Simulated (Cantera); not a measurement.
Input: 1 mol SiCl4, 3.4 mol HCl, 1.8 mol H2, 0.00069 mol HF, at 18.0 bar.

These are equilibrium values from Cantera (NASA tables, ideal gas, pure condensed phases), not measurements of a reactor. Candidate condensed phases: Si; 37 gas species. The tables' values for SiCl3 are old estimates; treat these amounts as uncertain. Rates play no part.

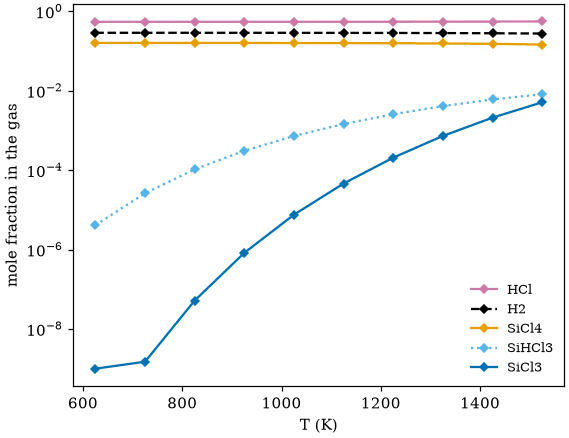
Figure: Equilibrium gas composition (values under 1e-9 drawn at 1e-9)

Q: Read off the mole fractions at 625 K.

A: HCl about 0.55, H2 about 0.29, SiCl4 about 0.16, SiHCl3 about 4.1e-6.
